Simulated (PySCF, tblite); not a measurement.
# C6H14N radical: geometry, infrared bands and EPR parameters

Wanted: the infrared bands and EPR parameters of C6H14N radical (`[CH2]CC(C)(C)CN`), by calculation.

Programs: tblite 0.8.0 and PySCF 2.14.0, with density-fitted response routines of our own. Each step states its level of theory. These are calculated values for one molecule in the gas phase, unless marked as measured. Atoms count from 0, in the outputs and in this text.

## 1. Starting geometry

21 atoms, charge 0, multiplicity 2; geometry from: force field or distance geometry start.

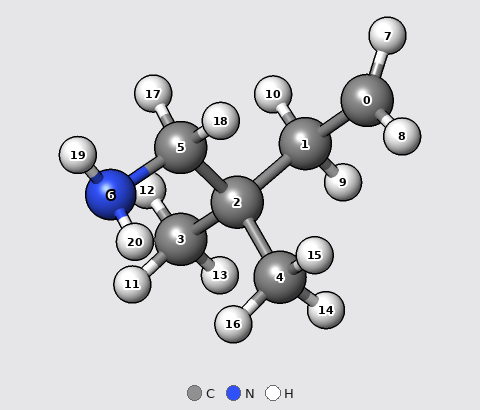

As it starts; carbon grey, nitrogen blue, hydrogen white, atoms numbered.

## 2. Optimising the geometry with GFN2-xTB

Job settings and geometry (Å):

```
{"job": {"kind": "relax", "xc": "GFN2-xTB", "basis": "xTB"}, "charge": 0, "multiplicity": 2}
C      1.856400     1.392600    -0.769600
C      1.507300    -0.010800    -0.412800
C      0.088700    -0.259600     0.159700
C     -0.052300    -1.757900     0.449800
C     -0.120000     0.517400     1.482200
C     -0.978800     0.168200    -0.906500
N     -2.356700    -0.093800    -0.514500
H      2.451100     1.596200    -1.648500
H      1.696300     2.203300    -0.066000
H      2.252800    -0.356600     0.332000
H      1.653900    -0.636700    -1.299400
H     -1.024900    -2.011600     0.907900
H      0.048600    -2.359700    -0.445300
H      0.726800    -2.095200     1.158600
H      0.696000     0.326000     2.177700
H     -0.160600     1.601600     1.318700
H     -1.049300     0.235800     1.978500
H     -0.783100    -0.369400    -1.843000
H     -0.885100     1.242600    -1.115700
H     -2.975600     0.209900    -1.251200
H     -2.600300     0.474600     0.306800
```

Command:

```console
OMP_NUM_THREADS=1 python probes_run.py task.json out
```

One launch serves the whole session: the jobs run in the order shown.

The program printed:

```text
step      E/eV     max force
  0    -620.66597    0.787
  1    -620.70300    0.500
  2    -620.71865    0.412
  3    -620.73722    0.373
  4    -620.75292    0.312
  5    -620.76327    0.251
  6    -620.76868    0.170
  7    -620.77227    0.162
  8    -620.77430    0.105
  9    -620.77539    0.089
 10    -620.77636    0.076
 11    -620.77781    0.139
 12    -620.78005    0.172
 13    -620.78276    0.129
 14    -620.78497    0.088
 15    -620.78635    0.070
 16    -620.78728    0.094
 17    -620.78802    0.072
 18    -620.78872    0.054
 19    -620.78945    0.069
 20    -620.79030    0.082
 21    -620.79122    0.088
 22    -620.79205    0.068
 23    -620.79272    0.059
 24    -620.79333    0.053
 25    -620.79396    0.071
 26    -620.79458    0.062
 27    -620.79515    0.048
 28    -620.79572    0.049
 29    -620.79646    0.080
 30    -620.79748    0.107
 31    -620.79857    0.095
 32    -620.79939    0.058
 33    -620.80007    0.061
 34    -620.80088    0.064
 35    -620.80192    0.095
 36    -620.80311    0.108
 37    -620.80408    0.161
 38    -620.80507    0.064
 39    -620.80584    0.056
 40    -620.80633    0.047
 41    -620.80678    0.052
 42    -620.80716    0.045
 43    -620.80758    0.048
 44    -620.80806    0.051
 45    -620.80859    0.072
 46    -620.80918    0.058
 47    -620.80975    0.061
 48    -620.81030    0.045
 49    -620.81063    0.047
 50    -620.81091    0.040
 51    -620.81110    0.033
 52    -620.81128    0.032
 53    -620.81143    0.032
 54    -620.81158    0.026
 55    -620.81171    0.024
 56    -620.81182    0.022
 57    -620.81192    0.023
 58    -620.81204    0.027
 59    -620.81221    0.035
 60    -620.81244    0.030
 61    -620.81266    0.032
 62    -620.81281    0.026
 63    -620.81289    0.023
 64    -620.81295    0.018
 65    -620.81301    0.020
 66    -620.81307    0.020
 67    -620.81316    0.024
 68    -620.81327    0.031
 69    -620.81338    0.023
 70    -620.81347    0.021
 71    -620.81354    0.019
 72    -620.81360    0.019
 73    -620.81365    0.021
 74    -620.81369    0.016
 75    -620.81373    0.015
 76    -620.81378    0.022
 77    -620.81383    0.018
 78    -620.81387    0.016
 79    -620.81390    0.014
 80    -620.81393    0.015
 81    -620.81398    0.018
 82    -620.81402    0.014
 83    -620.81406    0.011
 84    -620.81409    0.014
 85    -620.81412    0.015
 86    -620.81417    0.016
 87    -620.81421    0.014
 88    -620.81424    0.017
 89    -620.81428    0.018
 90    -620.81432    0.018
 91    -620.81439    0.020
 92    -620.81444    0.013
 93    -620.81447    0.016
 94    -620.81449    0.011
 95    -620.81450    0.008
```

Wall time 0.59 s (1 thread of Arm Neoverse V1, shared host).

The steps of the relaxation: (not every step is listed)

```tsv
step	energy from step 0 (eV)	largest force (eV/Å)
0	0.0000	0.7872
1	-0.0370	0.4996
2	-0.0527	0.4116
3	-0.0712	0.3731
4	-0.0870	0.3117
5	-0.0973	0.2506
6	-0.1027	0.1702
7	-0.1063	0.1619
8	-0.1083	0.1051
16	-0.1213	0.0942
24	-0.1274	0.0533
32	-0.1334	0.0580
40	-0.1404	0.0472
48	-0.1443	0.0447
56	-0.1458	0.0220
64	-0.1470	0.0181
72	-0.1476	0.0187
80	-0.1480	0.0151
88	-0.1483	0.0166
90	-0.1483	0.0180
91	-0.1484	0.0203
92	-0.1485	0.0135
93	-0.1485	0.0162
94	-0.1485	0.0109
95	-0.1485	0.0085
```

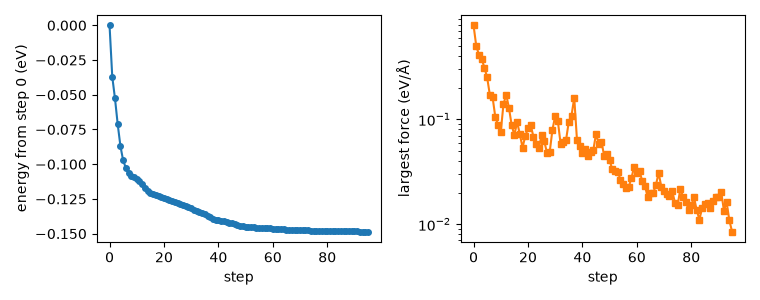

Energy and largest force along the relaxation.

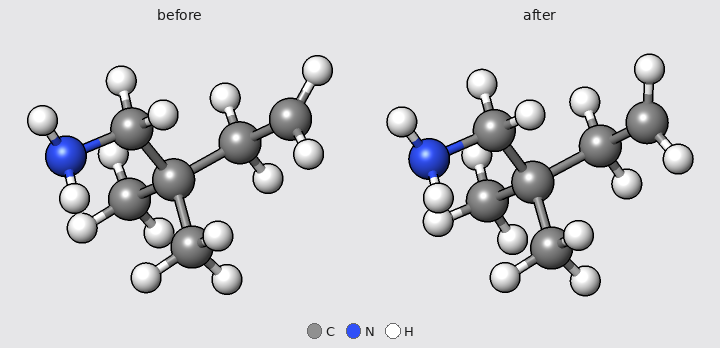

Before and after, at one scale.

Distances of close pairs at the start and the end, largest changes first:

```tsv
bond	before (Å)	after (Å)	change (Å)
C2–C5	1.568	1.538	-0.030
C0–C1	1.490	1.468	-0.021
C2–C4	1.548	1.529	-0.019
C3–H13	1.106	1.088	-0.018
C3–H11	1.105	1.086	-0.018
N6–H20	1.028	1.014	-0.014
C1–H9	1.109	1.096	-0.013
C1–C2	1.550	1.563	+0.013
```

The end geometry stands in the next job.

## 3. Harmonic vibrations with GFN2-xTB

Job settings and geometry (Å):

```
{"job": {"kind": "ir", "xc": "GFN2-xTB", "basis": "xTB"}, "charge": 0, "multiplicity": 2}
C      1.801836     1.383610    -0.741577
C      1.533616    -0.014114    -0.380072
C      0.095480    -0.271599     0.174852
C     -0.077033    -1.763941     0.447552
C     -0.105285     0.513610     1.471077
C     -0.909985     0.178896    -0.898182
N     -2.281767    -0.067259    -0.487061
H      1.790963     1.703419    -1.764891
H      1.970964     2.122144     0.017871
H      2.226973    -0.338097     0.403929
H      1.671045    -0.656646    -1.252358
H     -1.103989    -1.961860     0.741560
H      0.139093    -2.344810    -0.446015
H      0.589412    -2.089132     1.243167
H      0.697695     0.296867     2.172063
H     -0.111847     1.583848     1.277942
H     -1.045638     0.235816     1.940963
H     -0.733436    -0.401737    -1.808229
H     -0.706493     1.239256    -1.132035
H     -2.915050     0.117517    -1.256487
H     -2.535475     0.551155     0.275461
```

The program printed:

```text
mode    cm-1     km/mol
  1      84.6      0.08
  2      96.8      3.40
  3     181.6      4.24
  4     203.9      3.15
  5     206.7      3.77
  6     231.0      8.86
  7     262.6      7.69
  8     282.7     29.11
  9     339.5      3.98
 10     348.0      1.96
 11     406.0      3.53
 12     435.0      9.43
 13     469.6      7.68
 14     551.5     26.32
 15     759.5      1.53
 16     803.9      2.68
 17     880.5     70.29
 18     908.5     11.31
 19     951.7     40.48
 20     967.1      9.90
 21     987.4     47.64
 22    1009.3      5.09
 23    1053.7      5.99
 24    1104.6     15.66
 25    1116.9     28.16
 26    1143.4      3.22
 27    1179.2     13.22
 28    1202.6      4.53
 29    1226.3      5.49
 30    1271.7     10.71
 31    1292.2     13.36
 32    1318.4     12.04
 33    1362.2      9.43
 34    1399.1      6.50
 35    1404.5      4.39
 36    1414.3      3.40
 37    1471.1      0.06
 38    1483.8      3.20
 39    1490.2      0.63
 40    1495.1      0.48
 41    1507.2      5.43
 42    1509.0      2.66
 43    1565.7     24.77
 44    2803.5     97.75
 45    2911.7     35.17
 46    2957.1     28.73
 47    2970.0     55.09
 48    3026.8     10.36
 49    3030.6     49.41
 50    3033.5     51.59
 51    3035.7     30.92
 52    3040.5     38.25
 53    3053.2     22.31
 54    3133.5     25.64
 55    3171.2     45.34
 56    3396.5     12.45
 57    3425.4      9.33
```

Run time: 0.71 s. Hardware: 1 thread of Arm Neoverse V1, shared host.

The strongest bands and the atoms that carry them (share of the mass-weighted mode):

```tsv
cm⁻¹	km/mol	atoms
880	70.3	H20 32 %, H17 20 %, H18 17 %, C5 11 %
952	40.5	H19 15 %, C3 14 %, H15 11 %
987	47.6	H15 11 %, C4 11 %, C5 11 %
2804	97.8	H18 93 %
2970	55.1	H10 89 %
3031	49.4	H16 30 %, H13 24 %, H14 14 %, H12 13 %
3034	51.6	H15 57 %, H13 28 %
3171	45.3	H7 50 %, H8 40 %, C0 10 %
```

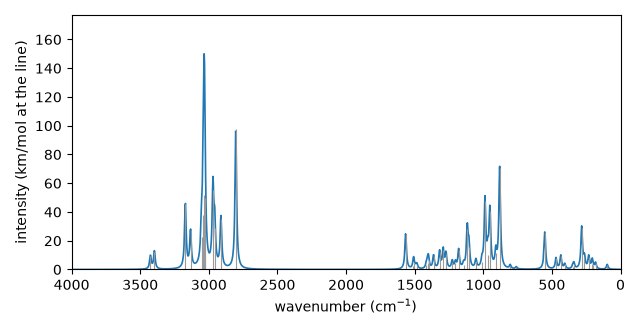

The infrared spectrum from these modes, unscaled. Lines are broadened to a width of 14 cm⁻¹ (Lorentzian).

## 4. g tensor and hyperfine couplings: B3LYP/pcH-1

The job, as its differences from that of step 3:

```diff
@@ -1,2 +1,2 @@
-{"job": {"kind": "ir", "xc": "GFN2-xTB", "basis": "xTB"}, "charge": 0, "multiplicity": 2}
+{"job": {"kind": "epr", "basis": "pcH-1"}, "charge": 0, "multiplicity": 2}
 C      1.801836     1.383610    -0.741577
```

With the program's defaults for keys left out, this is: UKS B3LYP, pcH-1 on C H N, non-relativistic, mean-field spin-orbit, GIAO.

The program printed:

```text
UKS, coarse grid
  cycle   1  E = -291.70243895  |g| = 4.06e-01
  cycle   2  E = -291.66220998  |g| = 5.07e-01
  cycle   3  E = -291.78636849  |g| = 4.71e-02
  cycle   4  E = -291.78700711  |g| = 2.98e-02
  cycle   5  E = -291.78741947  |g| = 4.47e-03
  cycle   6  E = -291.78743137  |g| = 1.38e-03
  cycle   7  E = -291.78743292  |g| = 8.40e-04
UKS, final grid
  cycle   1  E = -291.78742456  |g| = 1.03e-03
  cycle   2  E = -291.78742424  |g| = 1.33e-03
  cycle   3  E = -291.78742507  |g| = 6.78e-05
  cycle   4  E = -291.78742507  |g| = 3.83e-05
  cycle   5  E = -291.78742508  |g| = 1.43e-05
E = -291.78742508 Eh   <S^2> = 0.7538 (exact 0.7500)
g shifts (ppm)      1          2          3
  rmc          -142       -142       -142
  gc              4         37         22
  oz_so          26        571        891
  total        -111        466        771
hyperfine (MHz)  atom isotope    a_iso     a_fc   dipolar eigenvalues
    0   13C      88.06      88.06    -80.44    -79.62    160.06
    1   13C     -34.23     -34.23     -2.24      0.07      2.18
    2   13C      57.76      57.76     -7.70     -6.85     14.55
    3   13C      -2.30      -2.30     -0.67     -0.59      1.26
    4   13C      -0.74      -0.74     -0.98      0.04      0.95
    5   13C       2.30       2.30     -2.44     -0.77      3.21
    6   14N       1.14       1.14     -0.41     -0.25      0.66
    7    1H     -63.36     -63.36    -39.09      0.06     39.03
    8    1H     -62.51     -62.51    -38.82     -0.13     38.95
    9    1H      75.31      75.31     -4.86     -4.37      9.23
   10    1H      14.25      14.25     -4.99     -4.08      9.07
   11    1H       4.28       4.28     -1.23     -0.71      1.95
   12    1H       0.36       0.36     -1.42     -1.05      2.47
   13    1H      -0.01      -0.01     -1.50     -0.90      2.40
   14    1H       0.96       0.96     -1.91     -1.71      3.62
   15    1H       0.14       0.14     -4.02     -2.76      6.77
   16    1H      -0.09      -0.09     -1.50     -0.99      2.49
   17    1H       1.30       1.30     -2.17     -1.63      3.80
   18    1H       2.84       2.84     -7.18     -2.82     10.00
   19    1H       1.54       1.54     -0.98     -0.67      1.65
   20    1H       0.05       0.05     -1.04     -0.62      1.66
```

Run time: 1.7 min. Hardware: 1 thread of Arm Neoverse V1, shared host; peak memory 1.1 GiB.

Principal g values 2.00221, 2.00279, 2.00309; g(iso) = 2.00269, against 2.00232 for a free electron.

Hyperfine couplings; where a row names several nuclei, a(iso) is their mean (it holds for fast rotation or exchange) and the dipolar term the largest among them:

```tsv
nuclei	isotope	a(iso) (MHz)	a(iso) (G, at g = 2.0023)	largest dipolar term (MHz)
C0	13C	88.1	31.4	160.1
H7, H8	1H	-62.9	-22.5	-39.1
C2	13C	57.8	20.6	14.6
H9, H10	1H	44.8	16.0	9.2
C1	13C	-34.2	-12.2	-2.2
C5	13C	2.3	0.8	3.2
H17, H18	1H	2.1	0.7	10.0
C3, C4	13C	-1.5	-0.5	1.3
N6	14N	1.1	0.4	0.7
H11, H12, H13, H14, H15, H16	1H	0.9	0.3	6.8
H19, H20	1H	0.8	0.3	1.7
```

Mulliken spin populations:

C0 1.07; C1 -0.09; C2 0.06; C3 0.00; C4 0.00; C5 0.01; N6 0.01; H7 -0.05; H8 -0.05; H9 0.03; H10 0.01; H11 0.00; H12 0.00; H13 0.00; H14 0.00; H15 0.00; H16 0.00; H17 0.00; H18 0.00; H19 0.00; H20 0.00

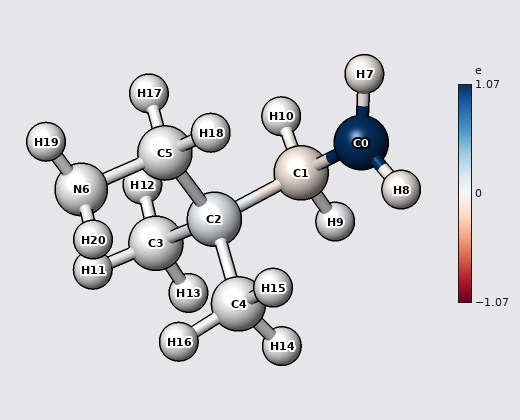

Mulliken spin populations, as colours on the atoms.

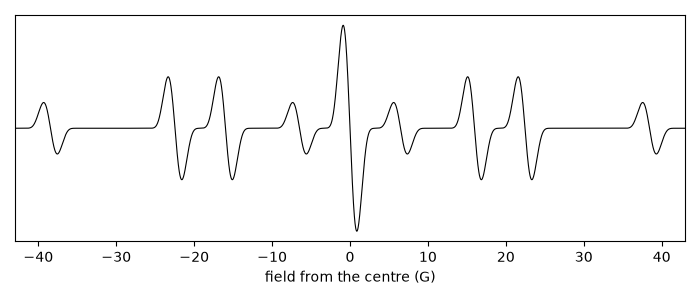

First-order isotropic spectrum (first derivative, main isotopes with spin only, couplings over 0.8 MHz, Gaussian width 0.3 G; couplings of the frozen geometry, rotation of groups not averaged beyond the rows shown).

The fields below are evaluated on a grid from the run's orbitals.

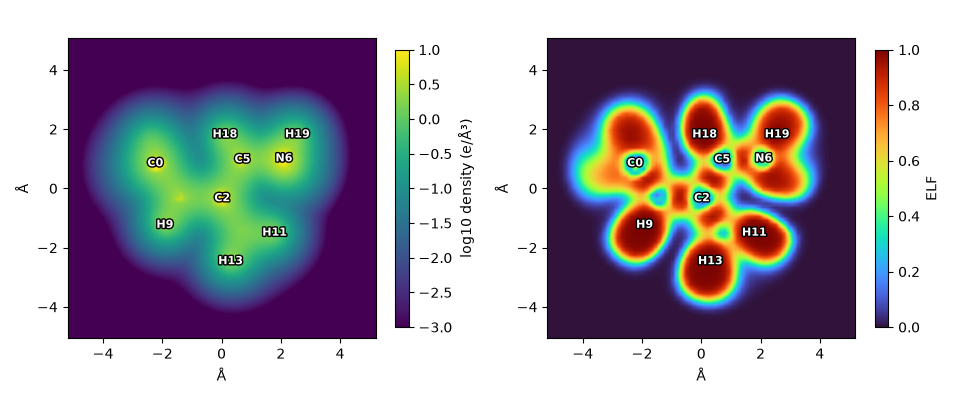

Density (left) and ELF (right) in a plane through or near 9 of the atoms.

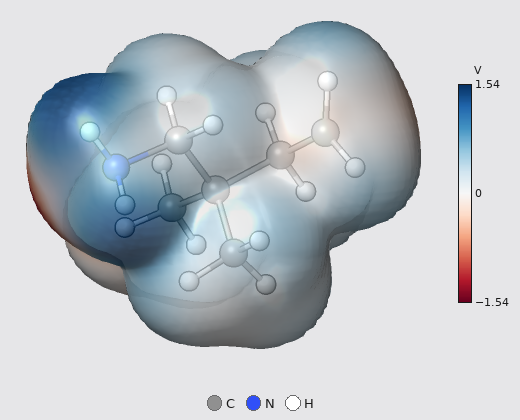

Electrostatic potential on the surface of density 0.002 e/bohr³; red is low, blue high. It runs from -1.54 V near N6 to 1.29 V near H19.

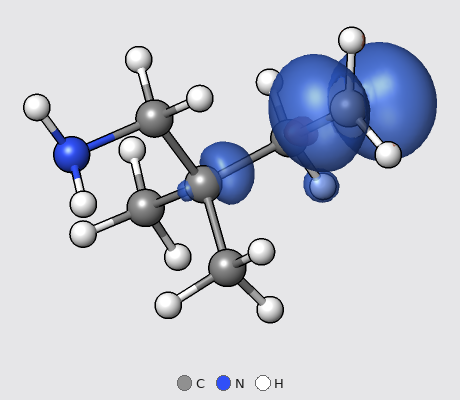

Spin density at ±0.04 e/Å³ (alpha excess blue, beta excess red).

## 5. Outcome

```
                                                                  quantity                 value
                                 strongest single infrared mode (GFN2-xTB)  2804 cm⁻¹, 98 km/mol
                                              zero-point energy (GFN2-xTB)        117.8 kcal/mol
                                                            g(iso) (B3LYP)               2.00269
                                                                      ⟨S²⟩    0.754 (exact 0.75)
                                        largest a(iso) (averaged by class)   13C on C0, 88.1 MHz
potential on the surface of density 0.002 e/bohr³, 1st and 99th percentile    -1.54 V and 1.29 V
```

**Reading.** The optimisation took 95 steps and gained 0.149 eV; among the close pairs (by a distance rule), C2–C5 changed most, from 1.568 to 1.538 Å. No mode is imaginary among the 57: a minimum at this level. The strongest single mode, at 2804 cm⁻¹, moves mainly H18. Unscaled tight-binding wavenumbers are off by several per cent, some by more. Its intensities can rank the bands wrongly. Most of the unpaired spin sits on C0 (1.07 e). The isotropic g lies 0.4 ppt above the free-electron value. The conformer search (at its own cheap level) found a structure 7.5 kcal/mol lower, so these spectra needn't be the molecule's.
